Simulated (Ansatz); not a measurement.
Partial pair distribution functions of a relaxed model of amorphous Ge₂₈Se₂₈Ga₃, broadened by 0.06 Å; density 4.95 g/cm³. Method: PBE-D3(BJ), scalar-relativistic without spin-orbit coupling, PAW (Ansatz default set, large-core Se) (plane waves to 420 eV; Ansatz, a quantum-chemistry and plane-wave program).

Preparation: random packing, a CHGNet melt and quench, and a DFT relaxation. The hot cell started wider than the set density and was brought back towards it in steps. It is the lowest in DFT energy of 3 quenches. It is a model cell: composition and starting density were chosen by hand, and all elements were melted together. The geometry includes D3(BJ) dispersion. Its density started from a set value of 4.92 and ended at 4.95 g/cm³. The simulated quench (nominally 74 K/ps over its main leg) is rapid and tends to freeze in more defects than a deposited or slowly cooled glass has. One small periodic cell is one sample of the glass; other quenches scatter about these values. Volume and shape were free in the relaxation.

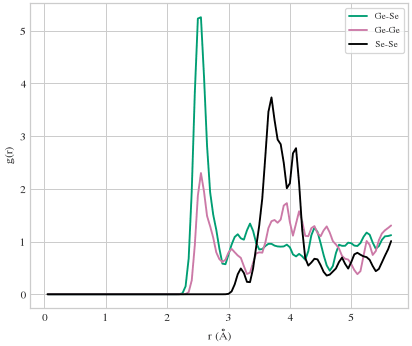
Fig. 1. Partial pair distribution functions

Highest peaks under 4.5 Å: Ge-Se near 2.55 Å, Ge-Ge near 2.55 Å, Se-Se near 3.70 Å; pairs of few atoms are noisy.

Within 2.92 Å each Ge has 2.36 Se neighbours on average.
